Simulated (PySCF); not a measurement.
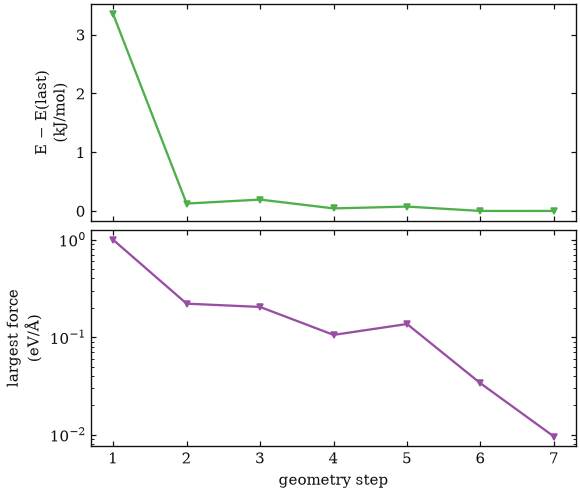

History of a geometry optimisation.

The run: CH₄BFO (SMILES COBF), by PBE0-D3(BJ)/def2-SVP, geometry optimisation (PySCF 2.14.0, density fitting).

How did the optimisation end?

Answer. The optimisation met its thresholds at geometry 7, counting the start as the first. The energy fell by about 3.3 kJ/mol from the first step to the last, with a rise at step 3. The largest force goes from about 1 eV/Å at the start to 0.01 eV/Å at the end.

By which step was nine tenths of the energy gained?

Answer. By step 2 of 7.
